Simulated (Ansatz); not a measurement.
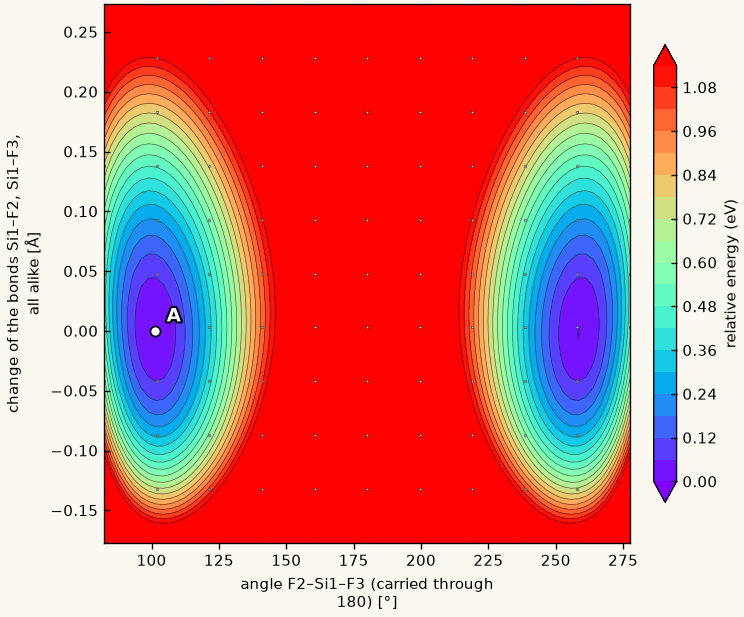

SiF2. Coordinates scanned: (1) angle F2–Si1–F3 (carried through 180); (2) change of the bonds Si1–F2, Si1–F3, all alike. Nothing is relaxed (all other coordinates rigid). The grid has 11 × 11 points; 66 points were computed and 55 follow by symmetry. Points are written as (first, second). Energies are in eV, from the lowest grid point. Level of theory: RKS wB97M-V/def2-TZVP (Ansatz 0.2.0).

Drawn: filled contours, dots at the grid points, one colour for all values above the top of the scale, the well A. Between grid points the surface is interpolated.

> Estimate the position of the minimum and the force constants in these coordinates. Take the well at A.

The interpolated minimum is at the first coordinate ≈ 101.3°, the second coordinate ≈ 0.000 Å. The curvatures there are about 7.1 eV/rad² and 65 eV/Å², with a cross term of about 2.3 eV/(rad·Å). Round the minimum the two coordinates are weakly coupled (coupling 0.11 in units of the two stiffnesses).
